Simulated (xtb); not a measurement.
# CH3BClI: geometry relaxation (part 2 of 3)

Continued. System: CH3BClI. Method: GFN2-xTB (xtb 6.7.1).  The settings are looser than a standard set-up, so the numbers are not reference values.

Geometry of the input (Å):
```
B  -0.3033  0.8468  0.0699
C  0.5634  -0.4786  -0.1784
Cl 1.1463  -1.3597  1.3165
I  -1.5464  -1.0508  -0.6478
H  -0.2859  1.5588  -0.8317
H  -0.6237  1.1310  1.1169
H  1.1335  -0.6893  -0.9412
```

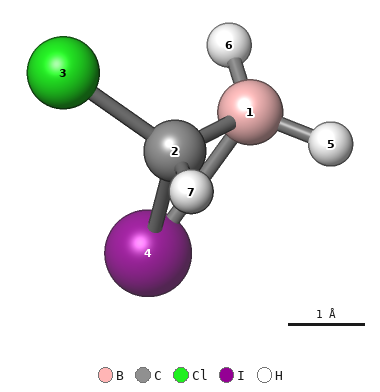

Fig. 1: The input geometry (ball-and-stick view, seen at a tilt; atoms are numbered from 1 in the order of the input).

Log, continued:
```
 iter      E             dE          RMSdq      gap      omega  full diag
   1    -13.3151286 -0.133151E+02  0.371E-01    3.89       0.0  T
   2    -13.3151652 -0.366539E-04  0.300E-01    3.88       1.0  T
   3    -13.3152042 -0.390042E-04  0.151E-01    3.89       1.0  T
   4    -13.3152164 -0.121500E-04  0.470E-02    3.89       1.0  T
   5    -13.3152179 -0.151498E-05  0.323E-02    3.89       1.2  T
   6    -13.3152191 -0.124903E-05  0.215E-02    3.89       1.8  T
   7    -13.3152197 -0.591187E-06  0.148E-02    3.89       2.5  T
   8    -13.3152202 -0.464864E-06  0.698E-03    3.89       5.4  T
   9    -13.3152203 -0.106124E-06  0.343E-03    3.89      11.0  T
  10    -13.3152203 -0.206213E-07  0.139E-03    3.89      27.1  T
  11    -13.3152203 -0.246375E-08  0.706E-04    3.89      53.5  T
  12    -13.3152203 -0.584345E-09  0.217E-04    3.89     173.8  T
     SCC iter.                  ...        0 min,  0.009 sec
     gradient                   ...        0 min,  0.006 sec
 * total energy  :   -13.2519136 Eh     change       -0.2558832E-03 Eh
   gradient norm :     0.0141978 Eh/α   predicted    -0.7849088E-03 ( 206.74%)
   displ. norm   :     0.1975275 α      lambda       -0.9731535E-03
   maximum displ.:     0.1801654 α      in ANC's #1, #2, #4, ...

........................................................................
.............................. CYCLE    5 ..............................
........................................................................

 iter      E             dE          RMSdq      gap      omega  full diag
   1    -13.3154879 -0.133155E+02  0.442E-01    3.82       0.0  T
   2    -13.3155001 -0.121675E-04  0.242E-01    3.84       1.0  T
   3    -13.3154974  0.269028E-05  0.798E-02    3.84       1.0  T
   4    -13.3155059 -0.849227E-05  0.409E-02    3.84       1.0  T
   5    -13.3155071 -0.122938E-05  0.229E-02    3.84       1.6  T
   6    -13.3155079 -0.849080E-06  0.150E-02    3.84       2.5  T
   7    -13.3155083 -0.385679E-06  0.103E-02    3.84       3.7  T
   8    -13.3155086 -0.295215E-06  0.578E-03    3.84       6.5  T
   9    -13.3155087 -0.583104E-07  0.273E-03    3.84      13.9  T
  10    -13.3155087 -0.115917E-07  0.112E-03    3.84      33.7  T
  11    -13.3155087 -0.132248E-08  0.503E-04    3.84      75.2  T
  12    -13.3155087 -0.299586E-09  0.241E-04    3.84     156.7  T
     SCC iter.                  ...        0 min,  0.010 sec
     gradient                   ...        0 min,  0.006 sec
 * total energy  :   -13.2520232 Eh     change       -0.1096425E-03 Eh
   gradient norm :     0.0101495 Eh/α   predicted    -0.5055617E-03 ( 361.10%)
   displ. norm   :     0.1222942 α      lambda       -0.6571375E-03
   maximum displ.:     0.0725923 α      in ANC's #1, #2, #3, ...

........................................................................
.............................. CYCLE    6 ..............................
........................................................................

 iter      E             dE          RMSdq      gap      omega  full diag
   1    -13.3164354 -0.133164E+02  0.336E-01    3.82       0.0  T
   2    -13.3164405 -0.504597E-05  0.189E-01    3.81       1.0  T
   3    -13.3164323  0.817500E-05  0.880E-02    3.80       1.0  T
   4    -13.3164437 -0.114238E-04  0.250E-02    3.81       1.5  T
   5    -13.3164442 -0.464577E-06  0.121E-02    3.81       3.1  T
   6    -13.3164444 -0.156446E-06  0.757E-03    3.81       5.0  T
   7    -13.3164444 -0.540344E-07  0.601E-03    3.81       6.3  T
   8    -13.3164445 -0.620394E-07  0.167E-03    3.81      22.7  T
   9    -13.3164445 -0.376972E-08  0.912E-04    3.81      41.4  T
  10    -13.3164445 -0.123071E-08  0.522E-04    3.81      72.4  T
     SCC iter.                  ...        0 min,  0.010 sec
     gradient                   ...        0 min,  0.009 sec
 * total energy  :   -13.2523020 Eh     change       -0.2787035E-03 Eh
   gradient norm :     0.0045448 Eh/α   predicted    -0.3334842E-03 (  19.66%)
   displ. norm   :     0.0323115 α      lambda       -0.8392975E-04
   maximum displ.:     0.0226104 α      in ANC's #3, #4, #1, ...

........................................................................
.............................. CYCLE    7 ..............................
........................................................................

 iter      E             dE          RMSdq      gap      omega  full diag
   1    -13.3164070 -0.133164E+02  0.987E-02    3.80       0.0  T
   2    -13.3164096 -0.255592E-05  0.701E-02    3.81       1.0  T
   3    -13.3164112 -0.164052E-05  0.390E-02    3.81       1.0  T
   4    -13.3164122 -0.967248E-06  0.927E-03    3.81       4.1  T
   5    -13.3164123 -0.103284E-06  0.768E-03    3.81       4.9  T
   6    -13.3164123 -0.575494E-07  0.502E-03    3.81       7.5  T
   7    -13.3164124 -0.573804E-07  0.360E-03    3.81      10.5  T
   8    -13.3164125 -0.449559E-07  0.129E-03    3.81      29.3  T
   9    -13.3164125 -0.126754E-08  0.693E-04    3.81      54.5  T
  10    -13.3164125 -0.271450E-09  0.284E-04    3.81     133.3  T
     SCC iter.                  ...        0 min,  0.010 sec
     gradient                   ...        0 min,  0.006 sec
 * total energy  :   -13.2523432 Eh     change       -0.4123581E-04 Eh
   gradient norm :     0.0025310 Eh/α   predicted    -0.4200833E-04 (   1.87%)
   displ. norm   :     0.0258471 α      lambda       -0.2623825E-04
   maximum displ.:     0.0156514 α      in ANC's #3, #2, #4, ...

   *** GEOMETRY OPTIMIZATION CONVERGED AFTER 7 ITERATIONS ***

------------------------------------------------------------------------
 total energy gain   :        -0.0137351 Eh       -8.6189 kcal/mol
 total RMSD          :         0.0936679 a0        0.0496 Å
 total power (kW/mol):        -5.1516565 (step) -240.4683 (real)
------------------------------------------------------------------------

 ANCopt (total)                0 d,  0 h,  0 min,  0.150 sec
 optimizer setup                ...        0 min,  0.000 sec (  0.080%)
 model hessian                  ...        0 min,  0.000 sec (  0.275%)
 ANC generation                 ...        0 min,  0.000 sec (  0.107%)
 coordinate transformation      ...        0 min,  0.000 sec (  0.054%)
 single point calculation       ...        0 min,  0.147 sec ( 98.153%)
 optimization log               ...        0 min,  0.001 sec (  0.467%)
 hessian update                 ...        0 min,  0.000 sec (  0.044%)
 rational function              ...        0 min,  0.001 sec (  0.454%)

================
 final structure:
================
7
 xtb: 6.7.1
B           -0.29769723064401        0.83062920754281        0.05508488193643
C            0.54485249797698       -0.47471974358931       -0.08458727885280
Cl           1.16809332771148       -1.37615731354671        1.26752522501541
I           -1.53949308238156       -1.06284511034087       -0.64672292905380
H           -0.27003945280299        1.58741270282633       -0.83751733798525
H           -0.65766394349063        1.16116780525680        1.11788883672826
H            1.13578788363072       -0.70729754814905       -0.96752139778826

 Bond Distances (Angstroems)
 ---------------------------
B1-C2=1.5599         B1-I4=2.3706         B1-H5=1.1706         B1-H6=1.1698         C2-B1=1.5599         C2-Cl3=1.7405
C2-I4=2.2375         C2-H7=1.0876         Cl3-C2=1.7405        I4-B1=2.3706         I4-C2=2.2375         H5-B1=1.1706
H6-B1=1.1698         H7-C2=1.0876
 B  H  Rav=1.1702 sigma=0.0004  Rmin=1.1698  Rmax=1.1706     2
 C  H  Rav=1.0876 sigma=0.0000  Rmin=1.0876  Rmax=1.0876     1
 C  B  Rav=1.5599 sigma=0.0000  Rmin=1.5599  Rmax=1.5599     1
 Cl C  Rav=1.7405 sigma=0.0000  Rmin=1.7405  Rmax=1.7405     1
 I  B  Rav=2.3706 sigma=0.0000  Rmin=2.3706  Rmax=2.3706     1
 I  C  Rav=2.2375 sigma=0.0000  Rmin=2.2375  Rmax=2.2375     1

 selected bond angles (degree)
 --------------------
I4-B1-C2= 65.67                H5-B1-C2=117.38                H5-B1-I4=107.64                H6-B1-C2=118.95
H6-B1-I4=109.48                H6-B1-H5=121.16                Cl3-C2-B1=123.87               I4-C2-B1= 74.89
I4-C2-Cl3=113.12               H7-C2-B1=123.03                H7-C2-Cl3=108.99               H7-C2-I4=104.24
C2-I4-B1= 39.44

 selected dihedral angles (degree)
 ---------------------------------
Cl3-C2-B1-I4=252.03           Cl3-C2-B1-H5=153.96           Cl3-C2-B1-H6=351.71           I4-C2-B1-H5=261.93
I4-C2-B1-H6= 99.68            H7-C2-B1-I4= 97.37            H7-C2-B1-H5=359.31            H7-C2-B1-H6=197.05
C2-I4-B1-H5=112.70            C2-I4-B1-H6=246.20            B1-I4-C2-Cl3=120.82           B1-I4-C2-H7=239.07
           -------------------------------------------------
          |                Final Singlepoint                |
           -------------------------------------------------

          ...................................................
          :                      SETUP                      :
          :.................................................:
          :  # basis functions                  31          :
          :  # atomic orbitals                  29          :
          :  # shells                           13          :
          :  # electrons                        24          :
          :  max. iterations                   250          :
          :  Hamiltonian                  GFN2-xTB          :
          :  restarted?                      false          :
          :  GBSA solvation                  false          :
          :  PC potential                    false          :
          :  electronic temp.          300.0000000     K    :
          :  accuracy                    1.0000000          :
          :  -> integral cutoff          0.2500000E+02      :
          :  -> integral neglect         0.1000000E-07      :
          :  -> SCF convergence          0.1000000E-05 Eh   :
          :  -> wf. convergence          0.1000000E-03 e    :
          :  Broyden damping             0.4000000          :
          :  net charge                          0          :
          :  unpaired electrons                  0          :
          ...................................................

 iter      E             dE          RMSdq      gap      omega  full diag
   1    -13.3164125 -0.133164E+02  0.832E-05    3.81       0.0  T
   2    -13.3164125 -0.233769E-11  0.536E-05    3.81     704.9  T
   3    -13.3164125 -0.456524E-12  0.457E-05    3.81     827.4  T

   *** convergence criteria satisfied after 3 iterations ***

         #    Occupation            Energy/Eh            Energy/eV
      -------------------------------------------------------------
         1        2.0000           -1.0776101             -29.3233
       ...           ...                  ...                  ...
         6        2.0000           -0.5173098             -14.0767
         7        2.0000           -0.4808138             -13.0836
         8        2.0000           -0.4542854             -12.3617
         9        2.0000           -0.4535008             -12.3404
        10        2.0000           -0.4411833             -12.0052
        11        2.0000           -0.4352685             -11.8443
        12        2.0000           -0.4256925             -11.5837 (HOMO)
        13                         -0.2857566              -7.7758 (LUMO)
        14                         -0.2071002              -5.6355
        15                         -0.1630126              -4.4358
        16                         -0.0261721              -0.7122
        17                         -0.0205603              -0.5595
       ...                                ...                  ...
        29                          0.4579213              12.4607
      -------------------------------------------------------------
                  HL-Gap            0.1399359 Eh            3.8079 eV
             Fermi-level           -0.3557246 Eh           -9.6798 eV

 SCC (total)                   0 d,  0 h,  0 min,  0.016 sec
 SCC setup                      ...        0 min,  0.000 sec (  0.731%)
 Dispersion                     ...        0 min,  0.000 sec (  0.263%)
 classical contributions        ...        0 min,  0.000 sec (  0.087%)
 integral evaluation            ...        0 min,  0.005 sec ( 29.606%)
 iterations                     ...        0 min,  0.001 sec (  9.499%)
 molecular gradient             ...        0 min,  0.006 sec ( 40.249%)
 printout                       ...        0 min,  0.003 sec ( 19.324%)

         :::::::::::::::::::::::::::::::::::::::::::::::::::::
         ::                     SUMMARY                     ::
         :::::::::::::::::::::::::::::::::::::::::::::::::::::
         :: total energy             -13.252343188539 Eh    ::
         :: gradient norm              0.002532118747 Eh/a0 ::
         :: HOMO-LUMO gap              3.807850323428 eV    ::
         ::.................................................::
         :: SCC energy               -13.316411128147 Eh    ::
         :: -> isotropic ES            0.024986428491 Eh    ::
         :: -> anisotropic ES         -0.000016552003 Eh    ::
         :: -> anisotropic XC         -0.004206807008 Eh    ::
         :: -> dispersion             -0.005210922778 Eh    ::
         :: repulsion energy           0.064067939609 Eh    ::
         :: add. restraining           0.000000000000 Eh    ::
         :: total charge              -0.000000000000 e     ::
         :::::::::::::::::::::::::::::::::::::::::::::::::::::

           -------------------------------------------------
          |                Numerical Hessian                |
           -------------------------------------------------
step length          :   0.00500
SCC accuracy         :   0.30000
Hessian scale factor :   1.00000
frozen atoms in %    :   0.00000    0
RMS gradient         :   0.00253 !! INCOMPLETELY OPTIMIZED GEOMETRY !!
estimated CPU  time      0.01 min

writing file <hessian>.

 projected vibrational frequencies (cm⁻¹)
eigval :       -0.00    -0.00     0.00     0.00     0.00     0.00
eigval :      161.98   275.34   307.43   438.32   615.38   697.32
eigval :      854.76   886.11   967.69  1029.81  1171.93  1215.51
eigval :     2629.82  2676.44  2974.69
           -------------------------------------------------
          |                Property Printout                |
           -------------------------------------------------

    * Orbital Energies and Occupations
```
